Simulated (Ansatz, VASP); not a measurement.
# PbSeS: VASP beside Ansatz

One calculation is typed for both programs; each brings its own data sets. How far apart do they land? The cell is invented: As first built, before any earlier steps moved the atoms (in the runner's words): it takes the HfSeS structure with some of its atoms replaced by other elements, volume scaled by an estimate. It may not be a known or stable phase. The cell is taken from a series of VASP runs on this material, whose earlier steps may have relaxed, scaled or displaced it; both programs get it as it stands. Other levels of theory on this material are compared in a session of their own. Valence electrons are named where the data sets of a main pair hold unlike numbers.

Program: Ansatz 0.2.0. Level of theory: plane waves, with VASP 6.6.1 beside it; band structure at PBEsol and band structure at RPBE. Results are calculated unless marked as measured.

## 1. The structure

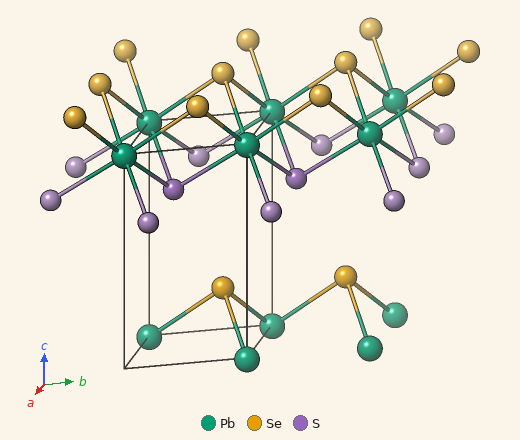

The starting structure, seen slightly off an axis (lead teal, selenium orange, sulfur purple). 1×2×1 cells are drawn. Some periodic images of atoms are drawn too.

## 2. Ansatz: band structure, PBEsol

Ansatz runs on its default PAW (the set named soft_2) files.

The same path points are solved in both programs, so levels can be compared one by one.

File input.yaml:

```yaml
crystal:
  lattice:
    - [3.9512913364, 0.0, 0.0]
    - [-1.9756456682, 3.4219191472, 0.0]
    - [0.0, 0.0, 6.7611974004]
  atoms:
    - { symbol: Pb, position: [0.0, 0.0, 0.9923275884] }
    - { symbol: Se, position: [0.33333333, 0.66666667, 0.2402559236] }
    - { symbol: S, position: [0.66666667, 0.33333333, 0.767416488] }
hamiltonian:
  xc: pbesol
  pseudopotentials: { kind: paw }
kpoints:
  mp_grid: { grid: [4, 4, 2] }
  band_path:
    path:
      - [0.0, 0.0, 0.0]
      - [0.13333, 0.0, 0.0]
      - [0.3, 0.0, 0.0]
      - [0.46667, 0.0, 0.0]
      - [0.46667, 0.06667, 0.0]
      - [0.41111, 0.17778, 0.0]
      - [0.35556, 0.28889, 0.0]
      - [0.28889, 0.28889, 0.0]
      - [0.17778, 0.17778, 0.0]
      - [0.06667, 0.06667, 0.0]
      - [0.0, 0.0, 0.03333]
      - [0.0, 0.0, 0.2]
      - [0.0, 0.0, 0.36667]
      - [0.0, 0.0, 0.5]
      - [0.16667, 0.0, 0.5]
      - [0.3, 0.0, 0.5]
      - [0.46667, 0.0, 0.5]
      - [0.46667, 0.06667, 0.5]
      - [0.41111, 0.17778, 0.5]
      - [0.35556, 0.28889, 0.5]
      - [0.28889, 0.28889, 0.5]
      - [0.17778, 0.17778, 0.5]
      - [0.06667, 0.06667, 0.5]
      - [0.5, 0.0, 0.46667]
      - [0.5, 0.0, 0.4]
      - [0.5, 0.0, 0.3]
      - [0.5, 0.0, 0.13333]
      - [0.33333, 0.33333, 0.0]
      - [0.33333, 0.33333, 0.16667]
      - [0.33333, 0.33333, 0.33333]
      - [0.33333, 0.33333, 0.5]
    npoints: 1
scf:
  occupations: { method: gaussian, width: 0.02 }
  n_extra_bands: 7
output:
  forces: true
  stress: true
  eigenvalues: true
```

Launch:

```bash
$ ansatz run input.yaml --threads 2 --pin off --max-ram 4608MiB --backend cpu --events-out ev --progress --plain --runs-dir out
```

Numbers of over 12 decimals in the logs are rounded to 6 here.

Output:

```text
scf.n_extra_bands = 7 over 18 filled bands (N_el = 36.0): the run solves 25 bands
Engine: ansatz 0.2.0, aarch64-unknown-linux-gnu
Pseudopotentials: kind: paw
Pseudopotential: Pb, paw, valence charge 14, recommended cutoff 420 eV (normal), Pb.paw.azcp
Pseudopotential: Se, paw, valence charge 16, recommended cutoff 420 eV (normal), Se.paw.azcp
Pseudopotential: S, paw, valence charge 6, recommended cutoff 420 eV (normal), S.paw.azcp
Functional definition: PBEsol
  exchange = pbesol_x
  correlation = pbesol_c
Crystal: 3 atoms, lattice volume = 91.418 Å³
Basis set: ecut = 420 eV, 1811 PW (Γ), exchange–correlation on 54×54×96 points (8 copies of the dense FFT grid, shifted against one another)
Bands: 25, of which v1, the nominal top of the filled ones, is band 18 counted from 1 (17 counted from 0)
Symmetry: 6 space group operations
Space group: P3m1 (ITA 156), of the structure as read, at distance tolerance 4.5e-5 Å
k-points: 8 of 32 (time reversal used)
Non-local potential: Pb, projectors of the file, l = 0: 2, l = 1: 2, l = 2: 2, l = 3: 2
Non-local potential: Se, projectors of the file, l = 0: 2, l = 1: 2, l = 2: 3, l = 3: 1
Non-local potential: S, projectors of the file, l = 0: 2, l = 1: 2, l = 2: 2
PAW form: soft (Blöchl's): semilocal exchange-correlation on the pseudo side does not see the compensation charge
PAW frozen core: Pb, regenerated for the run's functional, and the local potential with it (the file was generated under x = pbe(κ = 0.804, μ = 0.219515), c = pbe(β = 0.066725))
PAW frozen core: Se, regenerated for the run's functional, and the local potential with it (the file was generated under x = pbe(κ = 0.804, μ = 0.219515), c = pbe(β = 0.066725))
PAW frozen core: S, regenerated for the run's functional, and the local potential with it (the file was generated under x = pbe(κ = 0.804, μ = 0.219515), c = pbe(β = 0.066725))
PAW one-centre angular grid: Pb, 590 points (default); XC on 64 Gauss nodes
PAW one-centre angular grid: Se, 590 points (default); XC on 64 Gauss nodes
PAW one-centre angular grid: S, 110 points (default); XC on 64 Gauss nodes
Initial density: superposition of atomic densities (neutral atoms: chi_scale 0, normalization atom), corrected by the library's trained network
Initial wavefunctions: pseudopotential atomic-orbital guess
Functional: x = pbesol(κ = 0.804, μ = 0.123457), c = pbesol(β = 0.046)
SCF iter   1: F=—  HF=-18063.863908 eV  |F-HF|=—  |Δ(HF+E_count)|=         —  Δρ=5.02e-3  dr2=7.68e-2  ethr=1.77e-3  ⟨swp⟩=6.9  Hψ=1022  notcnv=0
preconditioner: auto → Resta (q_TF=auto, 2.336 Å⁻¹)  ε∞=2.7  [insulator: Δε(μ)=0.219 eV  Ē_g=14.979 eV  σ=0.020 eV  W_gap=1.00  n_scr=22 (ndim 8)  ℏωp=19.8 eV  f_vac=0.148  D(μ)=0.00/eV (n_scr^D=0)  ε∞_Penn≈2.7]
SCF iter   2: F=—  HF=-18063.850197 eV  |F-HF|=—  |Δ(HF+E_count)|=   1.37e-2  Δρ=2.55e-3  dr2=1.33e-2  ethr=2.13e-4  ⟨swp⟩=2.4  Hψ=303  notcnv=0  defer=20
SCF iter   3: F=—  HF=-18063.847876 eV  |F-HF|=—  |Δ(HF+E_count)|=   2.32e-3  Δρ=9.77e-4  dr2=8.32e-4  ethr=3.70e-5  ⟨swp⟩=2.1  Hψ=237  notcnv=0  defer=20
SCF iter   4: F=—  HF=-18063.847906 eV  |F-HF|=—  |Δ(HF+E_count)|=   2.91e-5  Δρ=3.35e-4  dr2=6.61e-5  ethr=2.31e-6  ⟨swp⟩=2.0  Hψ=317  notcnv=0  defer=20
SCF iter   5: F=—  HF=-18063.847937 eV  |F-HF|=—  |Δ(HF+E_count)|=   3.16e-5  Δρ=7.58e-5  dr2=4.66e-6  ethr=1.84e-7  ⟨swp⟩=2.0  Hψ=324  notcnv=0  defer=20
SCF iter   6: F=—  HF=-18063.847942 eV  |F-HF|=—  |Δ(HF+E_count)|=   4.95e-6  Δρ=2.27e-5  dr2=7.23e-7  ethr=1.30e-8  ⟨swp⟩=2.0  Hψ=324  notcnv=0  defer=20
SCF iter   7: F=—  HF=-18063.847943 eV  |F-HF|=—  |Δ(HF+E_count)|=   1.19e-6  Δρ=1.01e-5  dr2=1.61e-7  ethr=2.01e-9  ⟨swp⟩=2.0  Hψ=239  notcnv=0  defer=20
SCF iter   8: F=-18063.847944 eV  HF=-18063.847944 eV  |F-HF|=2.19e-8  |Δ(HF+E_count)|=   3.64e-7  Δρ=2.44e-6  dr2=8.11e-9  ethr=2.78e-10  ⟨swp⟩=10.1  Hψ=965  notcnv=0
SCF 1 converged in 8 iterations: F = -18063.847944 eV  dr2 = 8.11e-9
  greatest PAW one-centre occupation: 1.000 electrons in one spin orbital (limit 2), on the Se atom at site 1 (counted from 0), in its partial waves of l = 2
NSCF: frozen V_eff on 31 k-points
SCF converged after 8 iterations
Free energy (F): -18063.847944 eV
Harris-Foulkes:  -18063.847944 eV  (|F-HF|=2.19e-8)
Internal energy: -18063.847944 eV  (E = F + TS)
E sigma→0 (E₀):  -18063.847944 eV
Entropy (-TS):   -0.000000 eV (-0.000 meV/atom)
Fermi energy:    5.120986 eV
--- Per-component energies (eV) ---
  E_band       = -525.426832
  E_kinetic    = 512.304431
  E_local      = -4793.240411  (includes V_loc(G=0)·N_el)
  E_nonlocal   = -209.497206
  E_hartree    = 2205.126489
  E_xc         = -414.047107
  E_vxc        = -312.778451  (∫ρ·V_xc dr)
  E_paw        = -12713.860090  (= ΣΔE_a)
  E_vpaw       = -132.467313  (= ΣTr[D̂ρ^β])
  E_aug_tail   = -0.000516  (compensation charges beyond the density's cutoff)
  E_ewald      = -2651.766049
  E_core_change = 1.132516  (= ΣΔE_core)
  E_smearing   = -0.000000  (= −TS)
  E_closure    = 0.000000  (closes the sum)
  Σ components = -18063.847944   (vs F -18063.847944, Δ=0.00e0)
--- Forces (eV/Å), atoms counted from 1 ---
  atom   1  Pb     0.00000000     0.00000000     0.07682000
  atom   2  Se    -0.00000000     0.00000000    -0.28055665
  atom   3  S     -0.00000000    -0.00000000     0.20373789
  max |Σ_I F_I| component: 1.24e-6 eV/Å
--- Stress (GPa, compression-positive) ---
       -2.065082       0.000000       0.000000
       -0.000000      -2.065082       0.000000
        0.000000       0.000000      -2.364139
  P = ⅓ Tr σ = -2.1648 GPa (-21.648 kbar)
--- Band table (eV; the first three rows and the last of 8) ---
  k-point 0: bands = [... 14 lower, 4.2199, 4.5718, 5.0126, 5.0126, 5.2446, 8.0775, 9.7981, 9.7981, ... 3 higher]
  k-point 1: bands = [... 14 lower, 4.2006, 4.2006, 5.0537, 5.0537, 6.1831, 8.0078, 9.6996, 9.6996, ... 3 higher]
  k-point 2: bands = [... 14 lower, 3.2407, 3.4469, 4.6447, 4.9405, 6.1033, 8.8220, 10.3630, 10.4447, ... 3 higher]
  k-point 7: bands = [... 14 lower, 2.0076, 2.7907, 4.3125, 4.6352, 6.2025, 9.6274, 10.1574, 10.9366, ... 3 higher]
```

Wall time 4.6 s (2 threads of Arm Neoverse N1, shared host); peak memory 0.34 GiB.

## 3. VASP: band structure, PBEsol

The same cell, functional, mesh and smearing now go to VASP, with its own data sets.

Lines of VASP's logs that name or quote its potential files are left out, and so is its time.

File INCAR:

```
SYSTEM = PbSeS
PREC = Accurate
ENCUT = 400
EDIFF = 1E-06
NELM = 100
ISMEAR = 0
SIGMA = 0.02
LREAL = .FALSE.
ALGO = Normal
GGA = PS
NBANDS = 26
LORBIT = 11
LWAVE = .FALSE.
LCHARG = .FALSE.
KPAR = 4
```

File POSCAR:

```
PbSeS
1.0
    3.9512913364      0.0000000000      0.0000000000
   -1.9756456682      3.4219191472      0.0000000000
    0.0000000000      0.0000000000      6.7611974004
Pb Se S
1 1 1
Direct
    0.0000000000      0.0000000000      0.9923275884
    0.3333333300      0.6666666700      0.2402559236
    0.6666666700      0.3333333300      0.7674164880
```

File KPOINTS:

```
Automatic mesh
0
Gamma
4 4 2
0 0 0
```

File KPOINTS_OPT:

```
Line mode
16
Line-mode
Reciprocal
  0.00000000   0.00000000   0.00000000 GAMMA
  0.50000000   0.00000000   0.00000000 M

  0.50000000   0.00000000   0.00000000 M
  0.33333333   0.33333333   0.00000000 K

  0.33333333   0.33333333   0.00000000 K
  0.00000000   0.00000000   0.00000000 GAMMA

  0.00000000   0.00000000   0.00000000 GAMMA
  0.00000000   0.00000000   0.50000000 A

  0.00000000   0.00000000   0.50000000 A
  0.50000000   0.00000000   0.50000000 L

  0.50000000   0.00000000   0.50000000 L
  0.33333333   0.33333333   0.50000000 H

  0.33333333   0.33333333   0.50000000 H
  0.00000000   0.00000000   0.50000000 A

  0.50000000   0.00000000   0.50000000 L
  0.50000000   0.00000000   0.00000000 M

  0.33333333   0.33333333   0.00000000 K
  0.33333333   0.33333333   0.50000000 H
```

Potentials, in the order of the species: Pb_d, Se and S (PBE family, release 64).

Launch:

```bash
$ mpirun -np 4 vasp_std
```

Output:

```text
[banner, memory and clock lines left out]
running    4 mpi-ranks, on    1 nodes
 distrk:  each k-point on    1 cores,    4 groups
 distr:  one band on    1 cores,    1 groups

 POSCAR found type information on POSCAR PbSeS
 POSCAR found :  3 types and       3 ions
|                                                                             |
|               ----> ADVICE to this user running VASP <----                  |
|                                                                             |
|     You enforced a specific xc type in the INCAR file but a different       |
|     [... a line on the potential file left out ...]
|     I HOPE YOU KNOW WHAT YOU ARE DOING!                                     |
|                                                                             |

 LDA part: xc-table for (Slater+PW92), standard interpolation
 POSCAR, INCAR and KPOINTS ok, starting setup
 FFT: planning ... GRIDC
 FFT: planning ... GRID_SOFT
 FFT: planning ... GRID
 WAVECAR not read
 entering main loop
       N       E                     dE             d eps       ncg     rms          rms(c)
DAV:   1     0.202540318227E+03    0.20254E+03   -0.96174E+03   416   0.761E+02
DAV:   2     0.630155873602E+01   -0.19624E+03   -0.18397E+03   474   0.234E+02
DAV:   3    -0.117898303862E+02   -0.18091E+02   -0.17812E+02   528   0.808E+01
DAV:   4    -0.123587762922E+02   -0.56895E+00   -0.56826E+00   518   0.164E+01
DAV:   5    -0.123824911026E+02   -0.23715E-01   -0.23712E-01   590   0.324E+00    0.489E+00
DAV:   6    -0.120424783856E+02    0.34001E+00   -0.74239E-01   626   0.794E+00    0.332E+00
DAV:   7    -0.120228508839E+02    0.19628E-01   -0.15974E-01   536   0.205E+00    0.148E+00
DAV:   8    -0.120216149906E+02    0.12359E-02   -0.21458E-02   510   0.809E-01    0.302E-01
DAV:   9    -0.120217763707E+02   -0.16138E-03   -0.16006E-03   496   0.255E-01    0.127E-01
DAV:  10    -0.120219152503E+02   -0.13888E-03   -0.28915E-04   482   0.868E-02    0.692E-02
DAV:  11    -0.120219346903E+02   -0.19440E-04   -0.52553E-05   576   0.366E-02    0.339E-02
DAV:  12    -0.120219482214E+02   -0.13531E-04   -0.13845E-05   478   0.173E-02    0.748E-03
DAV:  13    -0.120219496942E+02   -0.14729E-05   -0.36703E-06   440   0.780E-03    0.248E-03
DAV:  14    -0.120219503684E+02   -0.67415E-06   -0.96569E-07   396   0.495E-03
   1 F= -.12021950E+02 E0= -.12021950E+02  d E =-.560830E-07
 Start KPOINTS_OPT (optional k-point list driver)
k-point batch [1-8\144]
       N       E                     dE             ncg
DAV:   1     0.350572271484E+03   -0.64696E+03      424
DAV:   2    -0.121507721825E+04   -0.15656E+04      446
DAV:   3    -0.137932535240E+04   -0.16425E+03      514
DAV:   4    -0.138531364959E+04   -0.59883E+01      518
DAV:   5    -0.138553123146E+04   -0.21758E+00      618
DAV:   6    -0.138553672695E+04   -0.54955E-02      526
DAV:   7    -0.138553694245E+04   -0.21550E-03      648
DAV:   8    -0.138553694352E+04   -0.10624E-05      426
DAV:   9    -0.138553694355E+04   -0.34547E-07      382
[...]
k-point batch [137-144\144]
       N       E                     dE             ncg
DAV:   1     0.219744171869E+03   -0.63205E+04      416
DAV:   2    -0.133596297194E+04   -0.15557E+04      466
DAV:   3    -0.147674819619E+04   -0.14079E+03      522
DAV:   4    -0.148105549872E+04   -0.43073E+01      488
DAV:   5    -0.148123484453E+04   -0.17935E+00      624
DAV:   6    -0.148124035163E+04   -0.55071E-02      544
DAV:   7    -0.148124052363E+04   -0.17200E-03      648
DAV:   8    -0.148124052460E+04   -0.96285E-06      408
```

From OUTCAR (step 3):

```text
ion  position               nearest neighbor table
   1  0.000  0.000  0.992-   3 2.74   3 2.74   3 2.74   2 2.83   2 2.83   2 2.83
   2  0.333  0.667  0.240-   1 2.83   1 2.83   1 2.83
   3  0.667  0.333  0.767-   1 2.74   1 2.74   1 2.74

  LATTYP: Found a hexagonal cell.
 ALAT       =     3.9512913364
 C/A-ratio  =     1.7111361387

 Subroutine GETGRP returns: Found  6 space group operations
 (whereof  6 operations were pure point group operations)

The static configuration has the point symmetry C_3v.

 Found      8 irreducible k-points:

   k-points           NKPTS =      8   k-points in BZ     NKDIM =      8   number of bands    NBANDS=     26

   dimension x,y,z NGX =    28 NGY =   28 NGZ =   48
   dimension x,y,z NGXF=    56 NGYF=   56 NGZF=   96

   ENCUT  =  400.0 eV  29.40 Ry    5.42 a.u.   6.44  6.44 11.03*2*pi/ulx,y,z

   NELECT =      26.0000    total number of electrons

 k-points in reciprocal lattice and weights: Automatic mesh
   0.00000000  0.00000000  0.00000000       0.031
   0.25000000 -0.00000000  0.00000000       0.188
   0.50000000 -0.00000000  0.00000000       0.094
   0.25000000  0.25000000  0.00000000       0.188
   0.00000000  0.00000000  0.50000000       0.031
   0.25000000 -0.00000000  0.50000000       0.188
   0.50000000 -0.00000000  0.50000000       0.094
   0.25000000  0.25000000  0.50000000       0.188

 average (electrostatic) potential at core
       1 -94.2573       2 -54.8457       3 -88.3616

 E-fermi :   2.3800

 k-point     1 :       0.0000    0.0000    0.0000
  band No.  band energies     occupation
    ...
      9       1.4808      2.00000
     10       1.4808      2.00000
     11       1.8327      2.00000
     12       2.2752      2.00000
     13       2.2752      2.00000
     14       2.5020      0.00000
     15       5.3388      0.00000
     16       7.0615      0.00000
     17       7.0615      0.00000
     18       9.7693      0.00000
    ...

 k-point     2 :       0.2500   -0.0000    0.0000
  band No.  band energies     occupation
    ...
      9      -0.5243      2.00000
     10       0.5001      2.00000
     11       0.7072      2.00000
     12       1.9056      2.00000
     13       2.2026      2.00000
     14       3.3604      0.00000
     15       6.0843      0.00000
     16       7.6267      0.00000
     17       7.7090      0.00000
     18       9.2893      0.00000
    ...

 k-point     3 :       0.5000   -0.0000    0.0000
  band No.  band energies     occupation
    ...
      9      -1.4885      2.00000
     10       0.0350      2.00000
     11       0.1440      2.00000
     12       1.5150      2.00000
     13       2.0678      2.00000
     14       2.7488      0.00000
     15       6.1420      0.00000
     16       7.8224      0.00000
     17       8.2920      0.00000
     18       8.5468      0.00000
    ...

  Total       -1.1820996     -1.1820999     -1.3481422      0.0000000      0.0000000      0.0000000
  in kB      -20.7172567    -20.7172624    -23.6272875      0.0000000      0.0000000      0.0000000
  external PRESSURE =     -21.6872689 kB  Pullay stress =       0.0000000 kB

  energy-cutoff  :      400.00
  volume of cell :       91.42
      direct lattice vectors                 reciprocal lattice vectors
     3.951291336  0.000000000  0.000000000     0.253081819  0.146116836  0.000000000
    -1.975645668  3.421919147  0.000000000     0.000000000  0.292233673  0.000000000
     0.000000000  0.000000000  6.761197400     0.000000000  0.000000000  0.147902796

 POSITION                                       TOTAL-FORCE (eV/Angst)
 -----------------------------------------------------------------------------------
      0.00000      0.00000      6.70932         0.000000      0.000000      0.067192
     -0.00000      2.28128      1.62442         0.000000     -0.000000     -0.267382
      1.97565      1.14064      5.18865        -0.000000      0.000000      0.200190
 -----------------------------------------------------------------------------------
    total drift:                               -0.000003      0.000002      0.000174

  FREE ENERGIE OF THE ION-ELECTRON SYSTEM (eV)
  ---------------------------------------------------
  free  energy   TOTEN  =       -12.0219503684 eV

  energy  without entropy=      -12.0219503123  energy(sigma->0) =      -12.02195034

 total charge
# of ion       s       p       d       tot
------------------------------------------
    1        1.201   0.766   9.889  11.856
    2        1.490   2.254   0.019   3.762
    3        1.366   2.249   0.000   3.615
--------------------------------------------------
tot          4.056   5.269   9.908  19.233

[... 3 further parts left out ...]
```

Spin-orbit coupling is off here; with elements this heavy it splits and shifts levels by tenths of an eV or more. At this level the cell is under a tension of 2.2 GPa, so at these settings it is away from equilibrium.

(Part 1 of 2 ends here.)

[Lines on the potential files, build, host, timing and source positions are cut from VASP's logs without a mark.]

[Logs are printed without paths, hosts, clocks, repeated set-up lines and the standing remarks that a program may print on its own settings, such as how far it seeks lower states.]

[Hosts, paths, dates, database ids (printed as entryN), source tags and the programs' standing remarks are cut or masked in the printed files.]
